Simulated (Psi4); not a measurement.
# Cl2 (chlorine) at B3LYP/cc-pVDZ (sweep point 5)

Aim: the vertical electron affinity of Cl2 (chlorine) at B3LYP/cc-pVDZ (sweep point 5), from 2 runs. The job is set up through a Python script.

The calculation is run with Psi4 1.11.

**1. Starting point**

Cl2: 2 atoms, total charge 0, spin state singlet. As SMILES, `ClCl`. The coordinates come from a GFN2-xTB relaxation.

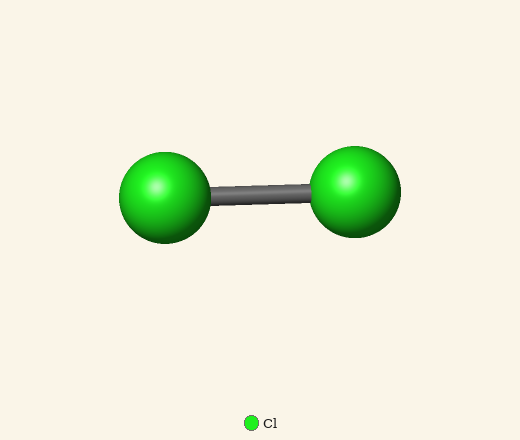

Viewed from a chosen angle; chlorine green.

**2. A single-point energy at B3LYP/cc-pVDZ (sweep point 5)**

job.py reads:

```python
import psi4

psi4.set_memory('1600 MB')
psi4.set_num_threads(1)
psi4.set_output_file('cl2.out', False)

molecule = psi4.geometry("""
0 1
Cl     0.859850    -0.286310     0.440860
Cl    -0.859850     0.286310    -0.440860
symmetry c1
""")

options = {'basis': 'cc-pVDZ', 'puream': True, 'scf_type': 'pk', 'dft_radial_points': 99, 'dft_spherical_points': 590}
psi4.set_options(options)

result, w = psi4.energy('B3LYP', molecule=molecule, return_wfn=True)
print(f'total energy {result:.8f} hartree = {result * 27.211386:.5f} eV')
for k, v in sorted(psi4.core.scalar_variables().items()):
    print(f'{k:45s} {v:18.10f}')
```

On the command line:

```sh
$ python job.py
```

cl2.out, cut to the lines that bear on the results:

```text
[...]
  Running in c1 symmetry.
[...]
  Nuclear repulsion =   75.873834115185900
[...]
  Multiplicity = 1
[...]
  Nalpha       = 17
  Nbeta        = 17
[...]
    Number of basis functions: 36
[...]
   @RKS iter   1:  -920.38625312293959   -4.94866e-02   3.86657e-03 ADIIS/DIIS
[...]
   @RKS iter   6:  -920.39639640204337   -2.53749e-09   5.47561e-08 DIIS
[...]
    Orbital Energies [Eh]
    ---------------------
    Doubly Occupied:
       1A   -101.595310     2A   -101.595310     3A     -9.512145
       4A     -9.512088     5A     -7.278569     6A     -7.278442
       7A     -7.262963     8A     -7.262963     9A     -7.262956
      10A     -7.262956    11A     -0.934725    12A     -0.771727
      13A     -0.472389    14A     -0.406171    15A     -0.406171
      16A     -0.307605    17A     -0.307605
[...]
  @RKS Final Energy:  -920.39639640204337
   => Energetics <=
    Nuclear Repulsion Energy =             75.8738341151859004
    One-Electron Energy =               -1421.3521385852284311
    Two-Electron Energy =                 470.5805464824435944
    DFT Exchange-Correlation Energy =     -45.4986384144445282
    Empirical Dispersion Energy =           0.0000000000000000
    VV10 Nonlocal Energy =                  0.0000000000000000
    Total Energy =                       -920.3963964020433650
[...]
 Multipole Moments:
 ------------------------------------------------------------------------------------
     Multipole            Electronic (a.u.)      Nuclear  (a.u.)        Total (a.u.)
 ------------------------------------------------------------------------------------
 L = 1.  Multiply by 2.5417464519 to convert [e a0] to [Debye]
 Dipole X            :         -0.0000000            0.0000000           -0.0000000
 Dipole Y            :          0.0000000            0.0000000            0.0000000
 Dipole Z            :          0.0000000            0.0000000            0.0000000
 Magnitude           :                                                    0.0000000
[...]
```

The script printed:

```text
total energy -920.39639640 hartree = -25045.26162 eV
CURRENT ENERGY                                   -920.3963964020
CURRENT REFERENCE ENERGY                         -920.3963964020
DD SOLVATION ENERGY                                 0.0000000000
DFT FUNCTIONAL TOTAL ENERGY                      -920.3963964020
DFT TOTAL ENERGY                                 -920.3963964020
DFT VV10 ENERGY                                     0.0000000000
DFT XC ENERGY                                     -45.4986384144
GRID ELECTRONS ALPHA                               17.0000000948
GRID ELECTRONS BETA                                17.0000000948
GRID ELECTRONS TOTAL                               34.0000001896
NUCLEAR REPULSION ENERGY                           75.8738341152
ONE-ELECTRON ENERGY                             -1421.3521385852
PCM POLARIZATION ENERGY                             0.0000000000
PE ENERGY                                           0.0000000000
SCF ITERATION ENERGY                             -920.3963964020
SCF ITERATIONS                                      6.0000000000
SCF TOTAL ENERGY                                 -920.3963964020
TWO-ELECTRON ENERGY                               470.5805464824
XC GRID RADIAL POINTS                              99.0000000000
XC GRID SPHERICAL POINTS                          590.0000000000
XC GRID TOTAL POINTS                           102396.0000000000
```

Run time: 6.3 s. Hardware: 1 thread of AMD EPYC 7R43 (Zen 3), shared host; peak memory 0.38 GiB.

**3. The doublet anion, same level**

calc.py reads:

```python
import psi4

psi4.set_memory('1600 MB')
psi4.set_num_threads(1)
psi4.set_output_file('output.dat', False)

m = psi4.geometry("""
-1 2
Cl     0.859850    -0.286310     0.440860
Cl    -0.859850     0.286310    -0.440860
symmetry c1
""")

psi4.set_options({
    'reference': 'uks',
    'puream': True,
    'scf_type': 'pk',
    'dft_radial_points': 99,
    'dft_spherical_points': 590,
    'maxiter': 150,
})

e_tot = psi4.energy('b3lyp/cc-pVDZ')
print(f'b3lyp/cc-pVDZ energy: {e_tot:.10f} Eh')
```

On the command line:

```sh
$ python calc.py
```

output.dat:

```text
[...]
  Running in c1 symmetry.
[...]
  Nuclear repulsion =   75.873834115185900
[...]
  Multiplicity = 2
[...]
  Nalpha       = 18
  Nbeta        = 17
[...]
    Number of basis functions: 36
[...]
   @UKS iter   1:  -920.34270430502795   -5.93774e-03   9.56816e-03 ADIIS/DIIS
[...]
   @UKS iter   6:  -920.41356463265981   -5.37887e-08   5.36170e-07 DIIS
[...]
   @S^2 Observed:                7.516197763E-01
[...]
    Orbital Energies [Eh]
    ---------------------
    Alpha Occupied:
       1A   -101.255869     2A   -101.255869     3A     -9.176205
       4A     -9.176122     5A     -6.940641     6A     -6.940520
       7A     -6.928788     8A     -6.928788     9A     -6.928787
      10A     -6.928787    11A     -0.626727    12A     -0.475146
      13A     -0.183902    14A     -0.113922    15A     -0.113922
      16A     -0.015875    17A     -0.015875    18A      0.093800
    Alpha Virtual:
      19A      0.704216    20A      0.723778    21A      0.774922
      22A      0.774922    23A      0.814625    24A      0.814625
      25A      0.826652    26A      0.854708    27A      0.854708
[...]
  @UKS Final Energy:  -920.41356463265981
   => Energetics <=
    Nuclear Repulsion Energy =             75.8738341151859004
    One-Electron Energy =               -1432.2961858575802125
    Two-Electron Energy =                 481.8124751169842739
    DFT Exchange-Correlation Energy =     -45.8036880072498249
    Empirical Dispersion Energy =           0.0000000000000000
    VV10 Nonlocal Energy =                  0.0000000000000000
    Total Energy =                       -920.4135646326598135
[...]
 Multipole Moments:
 ------------------------------------------------------------------------------------
     Multipole            Electronic (a.u.)      Nuclear  (a.u.)        Total (a.u.)
 ------------------------------------------------------------------------------------
 L = 1.  Multiply by 2.5417464519 to convert [e a0] to [Debye]
 Dipole X            :         -0.0000000            0.0000000           -0.0000000
 Dipole Y            :          0.0000000            0.0000000            0.0000000
 Dipole Z            :         -0.0000000            0.0000000           -0.0000000
 Magnitude           :                                                    0.0000000
[...]
```

On the terminal:

```text
b3lyp/cc-pVDZ energy: -920.4135646327 Eh
```

It took 6.3 s on 1 thread of AMD EPYC 7R43 (Zen 3), shared host; peak memory 0.38 GiB.

**4. Outcome**

Level: B3LYP/cc-pVDZ (sweep point 5).

| quantity | value |
| --- | --- |
| singlet Cl2: total energy | -920.39640 Eh |
| singlet Cl2: dipole moment | 0.00 D |
| singlet Cl2: HOMO energy | -8.37 eV |
| singlet Cl2: LUMO energy | -3.49 eV |
| singlet Cl2: HOMO–LUMO gap | 4.88 eV |
| doublet anion: total energy | -920.41356 Eh |
| doublet anion: HOMO energy (highest over α and β) | 2.55 eV |
| doublet anion: LUMO energy (lowest over α and β) | 5.38 eV |
| doublet anion: ⟨S²⟩ | 0.752 |
| vertical electron affinity (to the doublet anion) | 0.467 eV |

**Reading.** At fixed nuclei the extra electron is bound by 0.47 eV (10.8 kcal/mol). The basis has no diffuse functions, so the error can be as large as this value. The HOMO (doublet anion) lies at positive energy, 2.55 eV; only total energies tell whether the electron is bound.
